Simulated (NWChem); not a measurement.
## Run report: C2H7Ga, single-point calculation

- system: C2H7Ga
- method: HF/STO-3G, RHF (NWChem 7.3.0)

A bond length was changed on purpose from its optimised value.

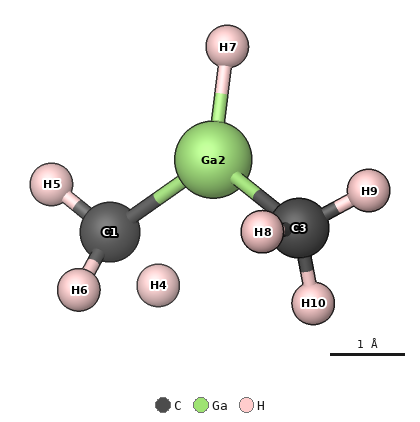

The structure as given in the input (ball-and-stick view, seen at a tilt; atoms are numbered from 1 in the order of the input). Sticks mark near contacts. Bond lengths as drawn: C–Ga 1.97 Å, C–H 1.09 to 1.10 Å and Ga–H 1.58 Å.

Input:
```python
from ase import Atoms
from ase.calculators.nwchem import NWChem

mol = Atoms('CGaCHHHHHHH', positions=[
    [-0.828242, 1.407109, -0.293585],
    [0.884158, 0.530409, 0.136915],
    [0.916658, -1.057191, 1.305115],
    [-1.533700, 0.614200, -1.548200],
    [-0.700242, 2.448109, -0.593285],
    [-1.524542, 1.359509, 0.546815],
    [2.232458, 1.100809, -0.454385],
    [0.922858, -0.729691, 2.350515],
    [1.804458, -1.671591, 1.148715],
    [0.025558, -1.673991, 1.168315],
])

calc = NWChem(
    label='c2h7ga',
    theory='scf',
    memory='2200 mb',
    basis='STO-3G',
    basispar='spherical bse',
    scf={'nopen': '0', 'rhf': None, 'thresh': '1e-08', 'maxiter': '80'},
    task='energy',
)
mol.calc = calc

print(f"energy = {mol.get_potential_energy():.6f} eV")
print("dipole (e A):", mol.get_dipole_moment().round(4))
```

File c2h7ga.nwi:
```
title "c2h7ga"

permanent_dir c2h7ga

scratch_dir c2h7ga

start c2h7ga

geometry units angstrom nocenter noautosym noautoz
  C  -8.2824200000000003e-01 1.4071089999999999e+00 -2.9358499999999998e-01
  Ga 8.8415800000000000e-01 5.3040900000000002e-01 1.3691500000000001e-01
  C  9.1665799999999997e-01 -1.0571910000000000e+00 1.3051150000000000e+00
  H  -1.5337000000000001e+00 6.1419999999999997e-01 -1.5482000000000000e+00
  H  -7.0024200000000003e-01 2.4481090000000001e+00 -5.9328499999999995e-01
  H  -1.5245420000000001e+00 1.3595090000000001e+00 5.4681500000000005e-01
  H  2.2324579999999998e+00 1.1008089999999999e+00 -4.5438499999999998e-01
  H  9.2285799999999996e-01 -7.2969099999999998e-01 2.3505150000000001e+00
  H  1.8044579999999999e+00 -1.6715910000000000e+00 1.1487149999999999e+00
  H  2.5558000000000001e-02 -1.6739910000000000e+00 1.1683150000000000e+00
end

memory 2200 mb

basis spherical bse noprint
   * library STO-3G
end

scf
  nopen 0
  rhf
  thresh 1e-08
  maxiter 80
end

task scf energy
```

Run as:
```bash
export ASE_NWCHEM_COMMAND="nwchem PREFIX.nwi > PREFIX.nwo"
python run.py
```

What the program printed:
```
energy = -53868.624271 eV
dipole (e A): [0.0083 0.0307 0.0528]
```

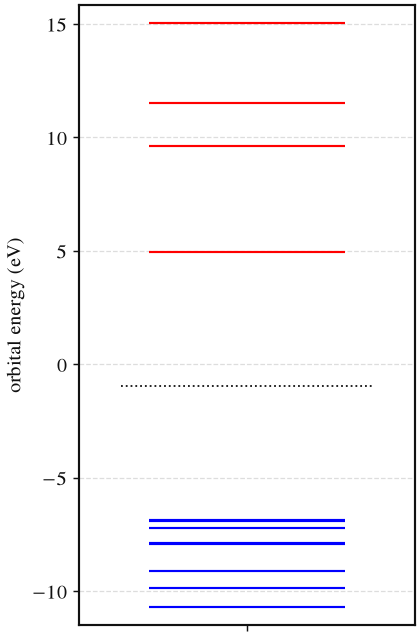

Orbital energies near the frontier; the dotted line parts filled from empty levels, and levels within 0.02 eV of each other stand side by side. Highest filled −6.87 eV, lowest empty 4.95 eV, 11.82 eV apart.

Results in brief:

```tsv
quantity	value
outcome	converged
total energy	−1979.635445 hartree
basis functions	35
HOMO	−6.87 eV
LUMO	4.95 eV
dipole moment	0.30 D
hardware	1 thread of AMD EPYC (Zen 3), 32 GiB of memory available, shared host
wall time	11 s
peak memory	0.096 GiB
```
